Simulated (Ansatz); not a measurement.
**H₂₈In₁₀N₁₁ (In10N11 wurtzite off rod) (charge +2, doublet): density, localisation and related maps**

Input file:

```
crystal:
  periodic: [false, false, false]
  atoms:
    - {symbol: In, position_ang: [0.178807, -2.158484, -3.406439]}
    - {symbol: N, position_ang: [-1.481988, -0.850036, -4.079847]}
    - {symbol: N, position_ang: [0.169579, -1.851819, -1.258513]}
    - {symbol: In, position_ang: [-1.731981, -0.997665, -0.575654]}
    - {symbol: In, position_ang: [0.145062, -2.099776, 2.274083]}
    - {symbol: N, position_ang: [-1.507040, -0.870228, 1.590620]}
    - {symbol: N, position_ang: [0.204162, -1.812753, 4.450134]}
    - {symbol: In, position_ang: [-1.683487, -0.975795, 5.358705]}
    - {symbol: In, position_ang: [-1.781066, 1.241895, -3.402996]}
    - {symbol: N, position_ang: [-1.518455, 1.076942, -1.255542]}
    - {symbol: In, position_ang: [-1.742204, 1.174594, 2.277432]}
    - {symbol: N, position_ang: [-1.462264, 1.078507, 4.453089]}
    - {symbol: N, position_ang: [1.860066, -0.849483, -4.049535]}
    - {symbol: In, position_ang: [2.032670, -0.997974, -0.546443]}
    - {symbol: N, position_ang: [1.852679, -0.863971, 1.655130]}
    - {symbol: In, position_ang: [2.145009, 1.239727, -3.363947]}
    - {symbol: N, position_ang: [0.193802, 2.041476, -4.046614]}
    - {symbol: N, position_ang: [1.844623, 1.064422, -1.212198]}
    - {symbol: In, position_ang: [0.154916, 2.259927, -0.543126]}
    - {symbol: In, position_ang: [2.016083, 1.159532, 2.416884]}
    - {symbol: N, position_ang: [0.182575, 2.033646, 1.658101]}
    - {symbol: H, position_ang: [0.192322, -3.729889, -4.068145]}
    - {symbol: H, position_ang: [-2.354222, -1.352974, -3.871971]}
    - {symbol: H, position_ang: [-1.467089, -0.840406, -5.107178]}
    - {symbol: H, position_ang: [0.165227, -2.817830, -0.899004]}
    - {symbol: H, position_ang: [-3.117320, -1.795455, -1.213018]}
    - {symbol: H, position_ang: [0.153807, -3.732201, 1.744747]}
    - {symbol: H, position_ang: [-2.346464, -1.354408, 1.941712]}
    - {symbol: H, position_ang: [0.391055, -2.716971, 4.899945]}
    - {symbol: H, position_ang: [1.007365, -1.228751, 4.708249]}
    - {symbol: H, position_ang: [-2.976202, -1.719746, 4.511479]}
    - {symbol: H, position_ang: [-1.249424, -0.727102, 7.010641]}
    - {symbol: H, position_ang: [-3.134596, 2.042302, -4.062284]}
    - {symbol: H, position_ang: [-2.356199, 1.556870, -0.894575]}
    - {symbol: H, position_ang: [-3.150805, 2.001287, 1.750647]}
    - {symbol: H, position_ang: [-2.150536, 1.692830, 4.904486]}
    - {symbol: H, position_ang: [-0.554046, 1.480324, 4.710965]}
    - {symbol: H, position_ang: [1.848577, -0.830505, -5.077032]}
    - {symbol: H, position_ang: [2.730630, -1.357622, -3.846555]}
    - {symbol: H, position_ang: [3.476555, -1.827481, -0.990118]}
    - {symbol: H, position_ang: [2.694782, -1.357485, 1.986933]}
    - {symbol: H, position_ang: [3.534976, 2.041448, -3.942407]}
    - {symbol: H, position_ang: [0.203561, 2.023571, -5.074148]}
    - {symbol: H, position_ang: [0.190686, 3.049176, -3.842113]}
    - {symbol: H, position_ang: [2.672082, 1.540947, -0.823957]}
    - {symbol: H, position_ang: [0.160529, 3.925827, -0.984130]}
    - {symbol: H, position_ang: [1.721496, 0.988064, 4.165744]}
    - {symbol: H, position_ang: [3.463757, 1.994339, 1.976356]}
    - {symbol: H, position_ang: [0.177961, 3.009181, 1.991414]}
basis:
  gaussian: {orbitals: def2-SVP, fitting: {mean_field: def2-universal-jkfit}, initial_orbitals: start.molden}
total_charge: 2
magnetization: {spin_polarized: true, initial_magnetization: 1}
hamiltonian: {xc: pbe0, dispersion: d4}
scf: {omitted_lower_state_checks: [starts]}
output: {orbitals: {seedname: orbitals}}
```

Command:

```sh
ansatz run in.yaml --threads 2 --pin off --events-out ev --progress --plain --max-ram 32768MiB --backend cuda --devices 0, --max-vram 18GiB
```

Geometry: r2SCAN-D4/def2-SVP; core potentials replace the inner electrons of In.

Computed with Ansatz, UKS PBE0-D4/def2-SVP.

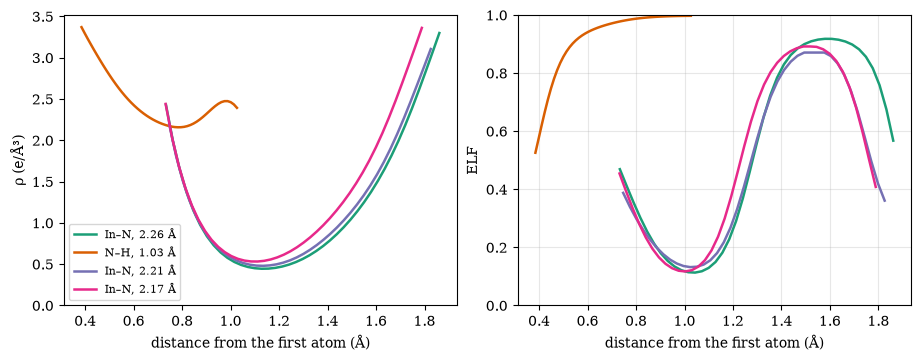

Figure 1. Electron density and ELF along straight lines between neighbouring atoms. The curves leave out the atomic cores.

### Compare the contacts.

In–N (2.26 Å): the density is about 0.44 e/Å³ at the midpoint; the ELF peaks at about 0.90 in the valence shell of N, 0.7 Å from its nucleus, and drops to about 0.10 between the two atoms.
N–H (1.03 Å): ρ at the midpoint is about 2.7 e/Å³; the ELF climbs to about 1 towards the hydrogen, as it does in any bond to H; an ordinary covalent bond to hydrogen.
In–N (2.21 Å): the density is about 0.48 e/Å³ at the midpoint; the ELF peaks at about 0.85 in the valence shell of N, 0.7 Å from its nucleus, and drops to about 0.15 between the two atoms.
In–N (2.17 Å): ρ at the midpoint is about 0.53 e/Å³; the ELF peaks at about 0.90 in the valence shell of N, 0.7 Å from its nucleus, and drops to about 0.10 between the two atoms.

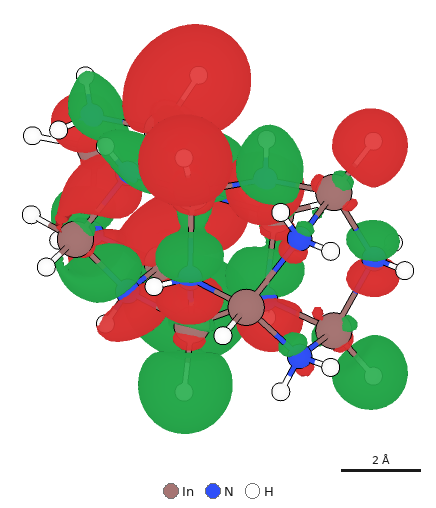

Figure 2. The HOMO−1 (α) at ±0.04 Å⁻³ᐟ² (green and red are the two phases), seen at an oblique angle.

### Describe this orbital and give its energy.

It lies mainly on N6 (about 15 %), H27 (about 10 %), H35 (about 10 %), In11 (about 10 %) and In5 (about 10 %). Its energy is −13.10 eV.
